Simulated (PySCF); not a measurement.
EPR calculation, with input and output: C₅H₈B

- system: C₅H₈B, multiplicity 2, SMILES B1C=C[CH]CC1
- method: UKS B3LYP, pcH-1 on B C H, non-relativistic, mean-field spin-orbit, GIAO (PySCF 2.14.0)

It belongs to a series of runs on one base structure; here: H removed from sp3 C.

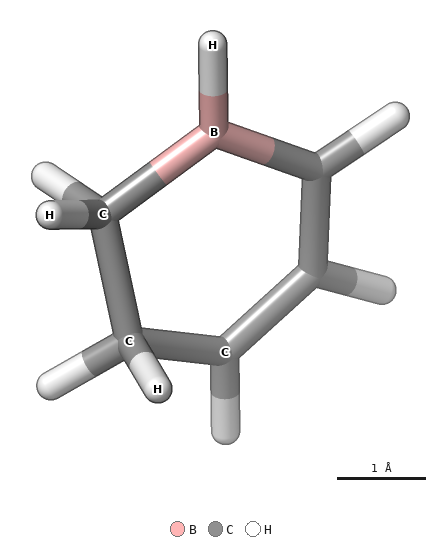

The structure as given in the input (stick view, seen at a tilt).

Input file
```
{"job": {"kind": "epr", "basis": "pcH-1"}, "charge": 0, "multiplicity": 2}
B      0.288087     1.512019     0.026593
C      1.510662     0.619370     0.100663
C      1.386219    -0.769530    -0.010865
C      0.175132    -1.401979    -0.007242
C     -1.113286    -0.692117     0.197480
C     -1.089185     0.775980    -0.243500
H      0.355760     2.681871     0.072025
H      2.518948     1.003415     0.194193
H      2.279051    -1.379792    -0.093291
H      0.132811    -2.479631    -0.087675
H     -1.921854    -1.241670    -0.294860
H     -1.333087    -0.724752     1.274546
H     -1.235728     0.806618    -1.330212
H     -1.954209     1.289725     0.179977
```

The first line tells a small driver script what to run in PySCF; the rest is the geometry in Å.

Command:
```bash
OMP_NUM_THREADS=1 python <driver script> task.json out
```

The program's output
```
UKS, coarse grid
  cycle   1  E = -220.11003314  |g| = 3.23e-01
  cycle   2  E = -220.07766985  |g| = 4.11e-01
  cycle   3  E = -220.16988394  |g| = 6.50e-02
  cycle   4  E = -220.17146069  |g| = 4.23e-02
  cycle   5  E = -220.17247261  |g| = 7.77e-03
  cycle   6  E = -220.17254370  |g| = 3.87e-03
  cycle   7  E = -220.17256409  |g| = 2.15e-03
  cycle   8  E = -220.17256851  |g| = 4.84e-04
UKS, final grid
  cycle   1  E = -220.17254600  |g| = 6.20e-04
  cycle   2  E = -220.17254580  |g| = 8.96e-04
  cycle   3  E = -220.17254623  |g| = 5.87e-05
  cycle   4  E = -220.17254624  |g| = 3.53e-05
  cycle   5  E = -220.17254624  |g| = 1.32e-05
E = -220.17254624 Eh   <S^2> = 0.7679 (exact 0.7500)
g shifts (ppm)      1          2          3
  rmc          -126       -126       -126
  gc              1         23         24
  oz_so           6        496        639
  total        -119        394        538
hyperfine (MHz)  atom isotope    a_iso     a_fc   dipolar eigenvalues
    0   11B      -6.24      -6.24     -8.81     -5.08     13.89
    1   13C      32.16      32.16    -40.26    -38.73     78.98
    2   13C     -36.10     -36.10    -19.49      7.68     11.82
    3   13C      44.85      44.85    -43.06    -41.35     84.41
    4   13C     -14.40     -14.40     -1.32     -0.42      1.74
    5   13C       4.49       4.49     -1.84     -0.57      2.41
    6    1H      -8.31      -8.31     -5.64     -1.87      7.51
    7    1H     -31.89     -31.89    -19.76     -0.85     20.61
    8    1H       8.61       8.61     -4.36     -0.30      4.66
    9    1H     -34.54     -34.54    -20.68     -0.98     21.66
   10    1H      20.77      20.77     -3.21     -1.74      4.95
   11    1H      93.58      93.58     -2.96     -1.93      4.90
   12    1H      40.20      40.20     -2.12     -1.17      3.29
   13    1H       1.85       1.85     -2.14     -1.36      3.50
```

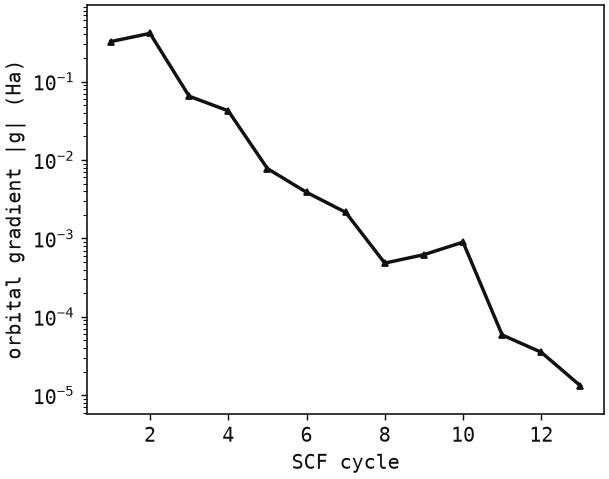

Convergence of the self-consistent field: orbital gradient |g| against the SCF cycle. All cycles printed in the log are drawn one after another.

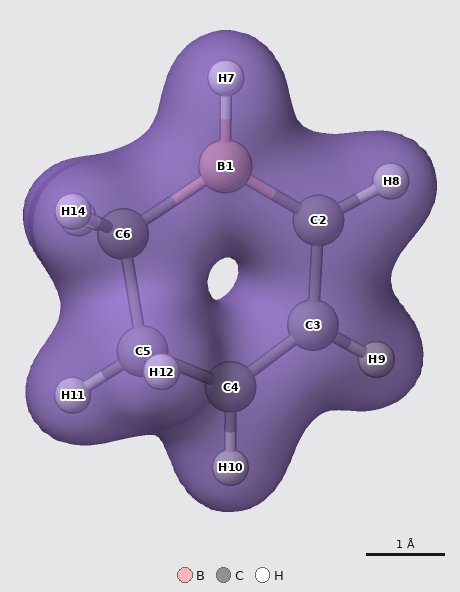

Isosurface of the total electron density at 0.2 e/Å³ (purple), seen at a tilt. At this value the surface is in one piece. On the grid the lowest density along these lines, outside the cores, is 2.2 e/Å³ (C–C, 1.37 Å), 1.3 e/Å³ (C–B, 1.52 Å), 1.9 e/Å³ (C–H, 1.08 Å) and 1.8 e/Å³ (C–C, 1.49 Å).

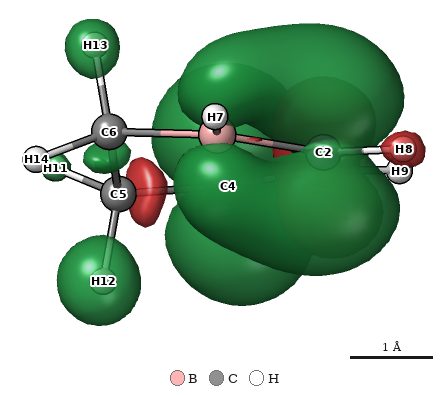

Isosurfaces of the spin density at +0.015 (green) and −0.015 e/Å³ (red), seen from the side. The unpaired spin (1 electron) lies mostly on C2 (about 0.4), C4 (about 0.3) and B1 (about 0.1), in electrons by Hirshfeld's partition.

Key numbers

| quantity | value |
| --- | --- |
| outcome | converged |
| total energy | −220.172546 hartree |
| ⟨S²⟩ | 0.768 |
| isotropic g | 2.0026 |
| hardware | 1 CPU thread, shared host |
| wall time | 33 s |
| peak memory | 0.85 GiB |
